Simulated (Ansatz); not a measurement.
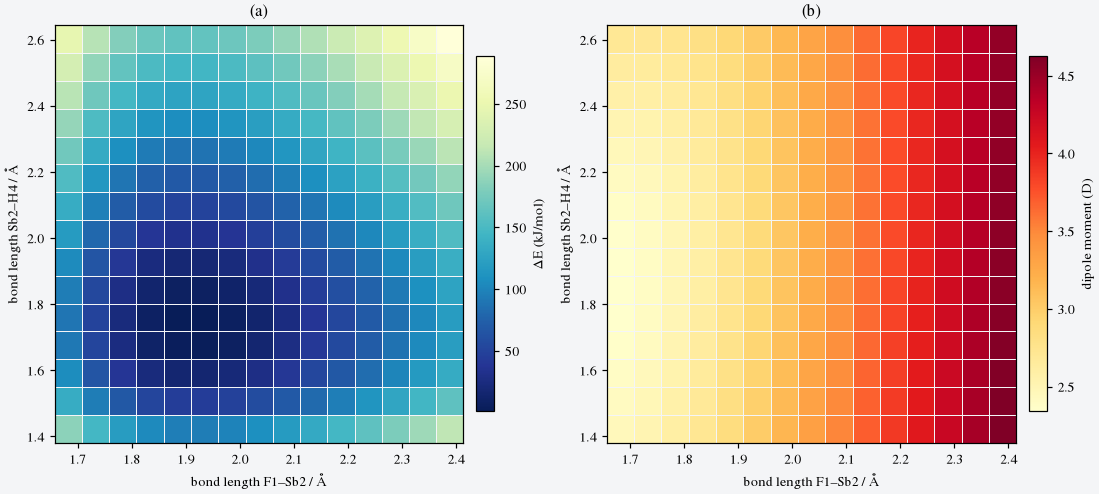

ClFHSb, SMILES [F][SbH][Cl]. 
- Coordinates scanned: (1) bond length F1–Sb2; (2) bond length Sb2–H4.
- Nothing is relaxed (all other coordinates rigid).
- Grid: 15 × 15 points.
- Points are written as (first, second).
- Energies are in kJ/mol, from the relaxed molecule at the same level.
- The reference is spin-restricted, which grows unreliable where a bond is stretched far.
- All numbers below come from RKS SPW92 (LDA)/def2-TZVP in Ansatz 0.2.0.

Panel (a) is the energy; panel (b) is the computed dipole moment, in D.

In the figure: one coloured cell a grid point.

**How does the dipole moment vary over the map, and what is it at the lowest grid point?**

Leaving out the highest fifth of the energies, it runs from 2.34 D at (1.682 Å, 1.844 Å) to 4.62 D at (2.389 Å, 1.507 Å). At the lowest grid point, (1.935 Å, 1.760 Å), it is 2.91 D.

```
bond length Sb2–H4 ↓, bond length F1–Sb2 →  1.682  1.732  1.783  1.834  1.884  1.935  1.985  2.036  2.086  2.137  2.187  2.238  2.288  2.339  2.389
                                     2.602   2.70   2.71   2.74   2.81   2.90   3.02   3.16   3.31   3.47   3.64   3.81   3.99   4.17   4.35   4.53
                                     2.518   2.64   2.65   2.69   2.77   2.86   2.99   3.13   3.29   3.45   3.63   3.80   3.99   4.17   4.35   4.53
                                     2.434   2.57   2.59   2.64   2.72   2.83   2.96   3.10   3.27   3.43   3.61   3.79   3.98   4.16   4.35   4.53
                                     2.349   2.51   2.54   2.60   2.68   2.80   2.93   3.08   3.25   3.42   3.60   3.79   3.98   4.16   4.35   4.53
                                     2.265   2.46   2.49   2.56   2.65   2.77   2.91   3.07   3.24   3.41   3.60   3.78   3.98   4.16   4.35   4.54
                                     2.181   2.42   2.45   2.53   2.63   2.75   2.90   3.06   3.23   3.41   3.60   3.78   3.98   4.17   4.36   4.54
                                     2.097   2.38   2.43   2.50   2.61   2.74   2.89   3.05   3.23   3.41   3.60   3.79   3.98   4.17   4.36   4.55
                                     2.012   2.36   2.41   2.49   2.60   2.73   2.89   3.05   3.23   3.41   3.60   3.79   3.99   4.18   4.37   4.56
                                     1.928   2.34   2.40   2.48   2.60   2.73   2.89   3.06   3.24   3.42   3.61   3.80   4.00   4.19   4.38   4.57
                                     1.844   2.34   2.40   2.49   2.60   2.74   2.90   3.07   3.25   3.43   3.62   3.81   4.01   4.20   4.39   4.58
                                     1.760   2.35   2.41   2.50   2.62   2.75   2.91   3.08   3.26   3.44   3.64   3.83   4.02   4.21   4.40   4.59
                                     1.675   2.36   2.43   2.52   2.64   2.77   2.93   3.10   3.28   3.46   3.65   3.84   4.03   4.22   4.41   4.60
                                     1.591   2.39   2.45   2.54   2.66   2.80   2.95   3.12   3.30   3.48   3.67   3.85   4.05   4.23   4.42   4.61
                                     1.507   2.42   2.48   2.57   2.69   2.82   2.98   3.14   3.32   3.50   3.68   3.87   4.06   4.25   4.43   4.62
                                     1.423   2.45   2.51   2.60   2.72   2.85   3.00   3.16   3.34   3.51   3.70   3.88   4.07   4.26   4.44   4.62
```
